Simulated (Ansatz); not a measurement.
Pressure series in Cs2CaBr4

Take Cs2CaBr4 (space group I4/mmm, No. 139; a = 5.6095 Å, c = 17.7695 Å; a cell from a computed database, its experimental status unchecked) as the base.

Cell and atoms are relaxed at each pressure.

The values are results of plane-wave PAW DFT at the PBEsol level (Ansatz, an electronic-structure program, 420 eV), no spin-orbit coupling, not measurements.

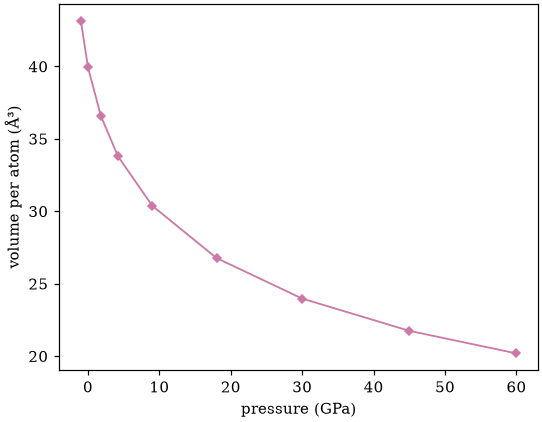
Figure: Volume per atom against pressure

Question: From the plot, what is the volume per atom for pressure 9 GPa?

Answer: About 30 Å³.

Question: Is the trend monotonic over the range shown?

Answer: Yes, it falls throughout, spanning 20.18 Å³ to 43.17 Å³.

Load acts through the strain it causes; cell and atoms are relaxed under it. No phonon test of stability was made. No other phases were tried under pressure.
